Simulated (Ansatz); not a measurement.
# AlNHCl (singlet): density functionals in cc-pVTZ

Aim: run AlNHCl (singlet) with a set of functionals in one basis and compare levels, spin and time.

Computed with Ansatz 0.2.0, Gaussian basis. Level: cc-pVTZ, all electrons in the functionals, frozen cores in the correlation of double hybrids and RPA.

The runs, in order: PBE, r2SCAN, PBE0, B3LYP, wB97M-V, B2PLYP, PBE-QIDH, RKS PBE0, RPA-PBE.

## (1) What is computed

The geometry is a PBE0/def2-TZVP stationary point (not a proven minimum).

4 atoms, charge 0, spin multiplicity 1.

Atoms are counted from 1 here; the program's logs count them from 0.

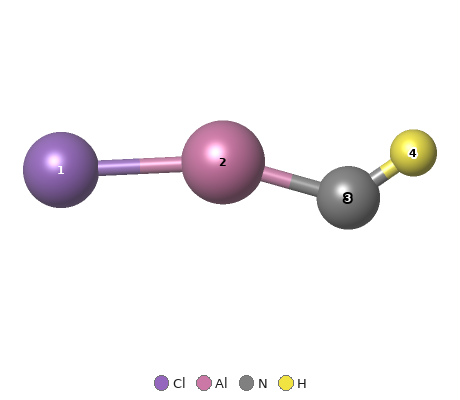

The structure; chlorine purple, aluminium pink, nitrogen grey, hydrogen yellow; atoms are numbered from 1 in the order of the file.

No dispersion term is added; wB97M-V holds VV10 nonlocal correlation. B3LYP takes the VWN-RPA correlation.

## (2) PBE (unrestricted)

in.yaml

```yaml
crystal:
  periodic: [false, false, false]
  atoms:
    - {symbol: Cl, position_ang: [-0.000014, -0.113063, 2.550215]}
    - {symbol: Al, position_ang: [-0.000035, 0.083591, 0.493350]}
    - {symbol: N, position_ang: [-0.000020, -0.291960, -1.121218]}
    - {symbol: H, position_ang: [0.000069, 0.321432, -1.922346]}
basis:
  gaussian: {orbitals: cc-pVTZ}
magnetization: {spin_polarized: true, initial_magnetization: 0}
hamiltonian: {xc: {name: PBE}}
output: {orbitals: {seedname: orbitals}}
```

Launch:

```bash
$ ansatz run in.yaml --threads 1 --pin off --events-out ev --progress --plain --max-ram 2816MiB --backend cpu
```

The program printed:

```text
Functional definition: PBE
  name "PBE"
  cite "Perdew, Burke & Ernzerhof, Phys. Rev. Lett. 77, 3865 (1996) doi:10.1103/PhysRevLett.77.3865"
  parent pbe
  parameter kappa = 0.804
  parameter beta = 0.06672455060314922
  exchange = pbe_x(kappa = kappa, mu = beta*pi^2/3)
  correlation = pbe_c(beta = beta)
781 factors; their error is unknown
mean field evaluation 1: about -20599.7282 eV, gradient 6.3e1 eV
mean field evaluation 2: about -20460.8535 eV, gradient 1.1e2 eV
mean field evaluation 4: about -20615.0713 eV, gradient 2.1e1 eV
mean field evaluation 8: about -20617.1371 eV, gradient 7.5e-1 eV
mean field evaluation 16: about -20617.1213 eV, gradient 1.3e-4 eV
mean field -20617.12125075 eV, -757.6652311782 hartree, gradient 2.7e-5 eV, S^2 0.000000; 1 other end points of the search recorded, 0 dependent functions left out
reference -20617.12128631 eV, -757.6652324852 hartree; 19, 19 occupied and 93, 93 virtual orbitals, 781 factors
Total energy: -20617.12128631 eV, -757.6652324852 hartree
```

Wall time 2.1 s (1 thread of AMD EPYC 7R13, shared host).

From the report: ⟨S²⟩ of the determinant 0.000 (pure singlet: 0.00).

## (3) r2SCAN (unrestricted)

in.yaml, as its differences from that of step 2:

```diff
@@ -10,3 +10,3 @@
 magnetization: {spin_polarized: true, initial_magnetization: 0}
-hamiltonian: {xc: {name: PBE}}
-output: {orbitals: {seedname: orbitals}}
+hamiltonian: {xc: {name: r2SCAN}}
+output: {forces: true}
```

Launched as before.

The program printed, cut to the lines that bear on the results:

```text
Functional definition: r2SCAN
  name "r2SCAN"
  cite "Furness, Kaplan, Ning, Perdew & Sun, J. Phys. Chem. Lett. 11, 8208 (2020) doi:10.1021/acs.jpclett.0c02405"
  cite "Furness, Kaplan, Ning, Perdew & Sun, J. Phys. Chem. Lett. 11, 9248 (2020) doi:10.1021/acs.jpclett.0c03077"
  parent r2scan
[...]
781 factors; their error is unknown
[...]
mean field -20625.30919514 eV, -757.9661325846 hartree, gradient 1.2e-5 eV, S^2 0.000000; 2 other end points of the search recorded, 0 dependent functions left out
[...]
reference -20625.30920964 eV, -757.9661331176 hartree; 19, 19 occupied and 93, 93 virtual orbitals, 781 factors
Total energy: -20625.30920964 eV, -757.9661331176 hartree
Atom 0 at    -0.000014    -0.113063     2.550215 Å, force    -0.000036    -0.038753     0.157157 eV/Å
Atom 1 at    -0.000035     0.083591     0.493350 Å, force     0.000064     0.162272     0.219375 eV/Å
Atom 2 at    -0.000020    -0.291960    -1.121218 Å, force    -0.000001    -0.161292    -0.342225 eV/Å
Atom 3 at     0.000069     0.321432    -1.922346 Å, force    -0.000028     0.037773    -0.034307 eV/Å
Dipole moment:     0.000002     0.293715     0.338482 e Å
```

It took 6 s on 1 thread of AMD EPYC 7R13, shared host.

From the report: ⟨S²⟩ of the determinant 0.000 (pure singlet: 0.00).

## (4) PBE0 (unrestricted)

in.yaml, as its differences from that of step 3:

```diff
@@ -10,3 +10,3 @@
 magnetization: {spin_polarized: true, initial_magnetization: 0}
-hamiltonian: {xc: {name: r2SCAN}}
-output: {forces: true}
+hamiltonian: {xc: {name: PBE0}}
+output: {forces: true, orbitals: {seedname: orbitals}}
```

Same command.

The program printed, cut to the lines that bear on the results:

```text
Functional definition: PBE0
  name "PBE0"
  cite "Adamo & Barone, J. Chem. Phys. 110, 6158 (1999) doi:10.1063/1.478522"
  cite "Perdew, Burke & Ernzerhof, Phys. Rev. Lett. 77, 3865 (1996) doi:10.1103/PhysRevLett.77.3865"
  parent pbe
[...]
822 factors; their error is unknown
[...]
mean field -20618.58385485 eV, -757.7189808876 hartree, gradient 1.0e-5 eV, S^2 0.000000; 2 other end points of the search recorded, 0 dependent functions left out
[...]
reference -20618.58388166 eV, -757.7189818727 hartree; 19, 19 occupied and 93, 93 virtual orbitals, 822 factors
Total energy: -20618.58388166 eV, -757.7189818727 hartree
Atom 0 at    -0.000014    -0.113063     2.550215 Å, force    -0.000035    -0.010488     0.119187 eV/Å
Atom 1 at    -0.000035     0.083591     0.493350 Å, force     0.000066     0.067013     0.075330 eV/Å
Atom 2 at    -0.000020    -0.291960    -1.121218 Å, force    -0.000001    -0.067929    -0.212357 eV/Å
Atom 3 at     0.000069     0.321432    -1.922346 Å, force    -0.000030     0.011404     0.017840 eV/Å
Dipole moment:     0.000002     0.316514     0.360389 e Å
```

Run time: 3.9 s. Hardware: 1 thread of AMD EPYC 7R13, shared host; peak memory 0.28 GiB.

From the report: ⟨S²⟩ of the determinant 0.000 (pure singlet: 0.00).

## (5) B3LYP (unrestricted)

in.yaml, as its differences from that of step 4:

```diff
@@ -10,3 +10,2 @@
 magnetization: {spin_polarized: true, initial_magnetization: 0}
-hamiltonian: {xc: {name: PBE0}}
-output: {forces: true, orbitals: {seedname: orbitals}}
+hamiltonian: {xc: {name: B3LYP}}
```

Same command.

The program printed, cut to the lines that bear on the results:

```text
Functional definition: B3LYP
  name "B3LYP"
  cite "Stephens, Devlin, Chabalowski & Frisch, J. Phys. Chem. 98, 11623 (1994) doi:10.1021/j100096a001"
  cite "Becke, Phys. Rev. A 38, 3098 (1988) doi:10.1103/PhysRevA.38.3098"
  cite "Lee, Yang & Parr, Phys. Rev. B 37, 785 (1988) doi:10.1103/PhysRevB.37.785"
  cite "Vosko, Wilk & Nusair, Can. J. Phys. 58, 1200 (1980) doi:10.1139/p80-159"
[...]
808 factors; their error is unknown
[...]
mean field -20628.62392050 eV, -758.0879464948 hartree, gradient 1.3e-5 eV, S^2 0.000000; 1 other end points of the search recorded, 0 dependent functions left out
reference -20628.62413744 eV, -758.0879544672 hartree; 19, 19 occupied and 93, 93 virtual orbitals, 808 factors
Total energy: -20628.62413744 eV, -758.0879544672 hartree
```

Run time: 3.1 s. Hardware: 1 thread of AMD EPYC 7R13, shared host; peak memory 0.28 GiB.

From the report: ⟨S²⟩ of the determinant 0.000 (pure singlet: 0.00).

## (6) wB97M-V (unrestricted)

in.yaml, as its differences from that of step 5:

```diff
@@ -10,2 +10,3 @@
 magnetization: {spin_polarized: true, initial_magnetization: 0}
-hamiltonian: {xc: {name: B3LYP}}
+hamiltonian: {xc: {name: wB97M-V}}
+output: {forces: true, orbitals: {seedname: orbitals}}
```

Launched as before.

The program printed, cut to the lines that bear on the results:

```text
Functional definition: wB97M-V
  name "wB97M-V"
  cite "Mardirossian & Head-Gordon, J. Chem. Phys. 144, 214110 (2016) doi:10.1063/1.4952647"
  cite "Becke, J. Chem. Phys. 107, 8554 (1997) doi:10.1063/1.475007"
  cite "Vydrov & Van Voorhis, J. Chem. Phys. 133, 244103 (2010) doi:10.1063/1.3521275"
  # Of w^i u^j: cxij and so on, Table III.
[...]
  gx(w, u) = 1 - cx + cx01*u + cx10*w
  gss(w, u) = css00 + css04*u^4 + css10*w + css20*w^2 + css43*w^4*u^3
  gos(w, u) = cos00 + cos10*w + (cos20 + cos21*u)*w^2 + (cos60 + cos61*u)*w^6
[...]
      + integral(e_c_pw_mod_opposite_spin*gos(b97_w_opposite, b97_u_opposite)) + vv10(b, c)
784 factors; their error is unknown
151 factors; integrals over basis functions are off by at most 5.7e-5 eV
[...]
mean field -20626.13511712 eV, -757.9964846575 hartree, gradient 6.1e-5 eV, S^2 0.000000; 0 other end points of the search recorded, 0 dependent functions left out
[...]
reference -20626.13515896 eV, -757.9964861953 hartree; 19, 19 occupied and 93, 93 virtual orbitals, 784 factors
Total energy: -20626.13515896 eV, -757.9964861953 hartree
Atom 0 at    -0.000014    -0.113063     2.550215 Å, force    -0.000034     0.007623     0.127233 eV/Å
Atom 1 at    -0.000035     0.083591     0.493350 Å, force     0.000064    -0.026359    -0.061932 eV/Å
Atom 2 at    -0.000020    -0.291960    -1.121218 Å, force     0.000003     0.047901    -0.080451 eV/Å
Atom 3 at     0.000069     0.321432    -1.922346 Å, force    -0.000033    -0.029164     0.015150 eV/Å
Dipole moment:     0.000003     0.340584     0.391797 e Å
```

Run time: 9.5 s. Hardware: 1 thread of AMD EPYC 7R13, shared host; peak memory 0.4 GiB.

From the report: ⟨S²⟩ of the determinant 0.000 (pure singlet: 0.00).

## (7) B2PLYP (unrestricted)

in.yaml, as its differences from that of step 6:

```diff
@@ -10,3 +10,3 @@
 magnetization: {spin_polarized: true, initial_magnetization: 0}
-hamiltonian: {xc: {name: wB97M-V}}
-output: {forces: true, orbitals: {seedname: orbitals}}
+hamiltonian: {xc: {name: B2PLYP}}
+correlation: {electrons: outside_noble_gas}
```

Launched as before.

The program printed, cut to the lines that bear on the results:

```text
Functional definition: B2PLYP
  name "B2PLYP"
  cite "Grimme, J. Chem. Phys. 124, 034108 (2006) doi:10.1063/1.2148954"
  cite "Becke, Phys. Rev. A 38, 3098 (1988) doi:10.1103/PhysRevA.38.3098"
  cite "Lee, Yang & Parr, Phys. Rev. B 37, 785 (1988) doi:10.1103/PhysRevB.37.785"
[...]
678 factors; integrals over basis functions are off by at most 1.4e-3 eV
[...]
mean field -20615.63413242 eV, -757.6105805877 hartree, gradient 8.9e-6 eV, S^2 0.000000; 6 other end points of the search recorded, 0 dependent functions left out
11 core orbitals not correlated: weight in the atoms' cores, before any rotation towards them, 1.000 or more for the frozen orbitals, at most 0.000 for the correlated occupied ones
reference -20615.63426979 eV, -757.6105856362 hartree; 8, 8 occupied and 93, 93 virtual orbitals, 678 factors
second order -16.19012358 eV of doubles, -0.00000000 eV of singles
Total energy: -20620.00560316 eV, -757.7712291744 hartree
```

Run time: 10 s. Hardware: 1 thread of AMD EPYC 7R13, shared host; peak memory 0.34 GiB.

From the report: ⟨S²⟩ of the determinant 0.000 (pure singlet: 0.00).

## (8) PBE-QIDH (unrestricted)

in.yaml, as its differences from that of step 7:

```diff
@@ -10,3 +10,3 @@
 magnetization: {spin_polarized: true, initial_magnetization: 0}
-hamiltonian: {xc: {name: B2PLYP}}
+hamiltonian: {xc: {name: PBE-QIDH}}
 correlation: {electrons: outside_noble_gas}
```

Same command.

The program printed, cut to the lines that bear on the results:

```text
Functional definition: PBE-QIDH
  name "PBE-QIDH"
  cite "Brémond, Sancho-García, Pérez-Jiménez & Adamo, J. Chem. Phys. 141, 031101 (2014) doi:10.1063/1.4890314"
  cite "Perdew, Burke & Ernzerhof, Phys. Rev. Lett. 77, 3865 (1996) doi:10.1103/PhysRevLett.77.3865"
[...]
678 factors; integrals over basis functions are off by at most 1.4e-3 eV
[...]
mean field -20608.81359226 eV, -757.3599303598 hartree, gradient 4.7e-6 eV, S^2 0.000000; 5 other end points of the search recorded, 0 dependent functions left out
11 core orbitals not correlated: weight in the atoms' cores, before any rotation towards them, 1.000 or more for the frozen orbitals, at most 0.000 for the correlated occupied ones
reference -20608.81360327 eV, -757.3599307645 hartree; 8, 8 occupied and 93, 93 virtual orbitals, 678 factors
second order -14.80153243 eV of doubles, -0.00000000 eV of singles
Total energy: -20613.74744741 eV, -757.5412461924 hartree
```

It took 12 s on 1 thread of AMD EPYC 7R13, shared host; peak memory 0.28 GiB.

From the report: ⟨S²⟩ of the determinant 0.000 (pure singlet: 0.00).

## (9) PBE0 (restricted)

in.yaml, as its differences from that of step 8:

```diff
@@ -9,4 +9,2 @@
   gaussian: {orbitals: cc-pVTZ}
-magnetization: {spin_polarized: true, initial_magnetization: 0}
-hamiltonian: {xc: {name: PBE-QIDH}}
-correlation: {electrons: outside_noble_gas}
+hamiltonian: {xc: {name: PBE0}}
```

Same command.

The program printed:

```text
Functional definition: PBE0
  name "PBE0"
  cite "Adamo & Barone, J. Chem. Phys. 110, 6158 (1999) doi:10.1063/1.478522"
  cite "Perdew, Burke & Ernzerhof, Phys. Rev. Lett. 77, 3865 (1996) doi:10.1103/PhysRevLett.77.3865"
  parent pbe
  parameter a = 0.25
  parameter kappa = 0.804
  parameter beta = 0.06672455060314922
  exchange = (1 - a)*pbe_x(kappa = kappa, mu = beta*pi^2/3) + a*exact_x
  correlation = pbe_c(beta = beta)
822 factors; their error is unknown
mean field evaluation 1: about -20606.0369 eV, gradient 7.5e1 eV
mean field evaluation 2: about -20516.5297 eV, gradient 1.5e2 eV
mean field evaluation 4: about -20618.1508 eV, gradient 1.3e1 eV
mean field evaluation 8: about -20618.4912 eV, gradient 2.9e-1 eV
mean field evaluation 16: about -20618.5839 eV, gradient 7.3e-5 eV
mean field -20618.58385492 eV, -757.7189808900 hartree, gradient 7.3e-5 eV, S^2 0.000000; 0 other end points of the search recorded, 0 dependent functions left out
reference -20618.58388172 eV, -757.7189818751 hartree; 19, 19 occupied and 93, 93 virtual orbitals, 822 factors
Total energy: -20618.58388172 eV, -757.7189818751 hartree
```

Run time: 1.3 s. Hardware: 1 thread of AMD EPYC 7R13, shared host.

## (10) RPA-PBE

in.yaml, as its differences from that of step 9:

```diff
@@ -9,2 +9,4 @@
   gaussian: {orbitals: cc-pVTZ}
-hamiltonian: {xc: {name: PBE0}}
+magnetization: {spin_polarized: true, initial_magnetization: 0}
+hamiltonian: {xc: {name: PBE}}
+correlation: {method: rpa, electrons: outside_noble_gas}
```

Same command.

The program printed, cut to the lines that bear on the results:

```text
Functional definition: PBE
  name "PBE"
  cite "Perdew, Burke & Ernzerhof, Phys. Rev. Lett. 77, 3865 (1996) doi:10.1103/PhysRevLett.77.3865"
  parent pbe
[...]
678 factors; integrals over basis functions are off by at most 1.4e-3 eV
[...]
mean field -20617.12124024 eV, -757.6652307922 hartree, gradient 1.4e-6 eV, S^2 0.000000; 2 other end points of the search recorded, 0 dependent functions left out
11 core orbitals not correlated: weight in the atoms' cores, before any rotation towards them, 1.000 or more for the frozen orbitals, at most 0.000 for the correlated occupied ones
reference -20584.72594461 eV, -756.4747256359 hartree; 8, 8 occupied and 93, 93 virtual orbitals, 678 factors
Total energy: -20605.47053193 eV, -757.2370751590 hartree
```

Wall time 4 s (1 thread of AMD EPYC 7R13, shared host); peak memory 0.25 GiB.

From the report: ⟨S²⟩ of the determinant 0.000 (pure singlet: 0.00).

## (11) Side by side

```csv
functional,energy (eV),⟨S²⟩,time
PBE,-20617.1213,0.000,2.1 s
r2SCAN,-20625.3092,0.000,6 s
PBE0,-20618.5839,0.000,3.9 s
B3LYP,-20628.6241,0.000,3.1 s
wB97M-V,-20626.1352,0.000,9.5 s
B2PLYP,-20620.0056,0.000,10 s
PBE-QIDH,-20613.7474,0.000,12 s
RKS PBE0,-20618.5839,0.000,1.3 s
RPA-PBE,-20605.4705,0.000,4 s
```

Orbital levels of the runs that wrote orbitals: PBE HOMO -5.52, LUMO -3.11 eV; PBE0 HOMO -6.70, LUMO -2.32 eV; wB97M-V HOMO -8.93, LUMO -0.50 eV.

## (12) Summary of results

| quantity | value |
| --- | --- |
| spread of total energies | 23.2 eV |
| quickest, slowest | RKS PBE0 1.3 s, PBE-QIDH 12 s |

What this shows: Total energies of different functionals can't be ranked; only differences within one functional count.
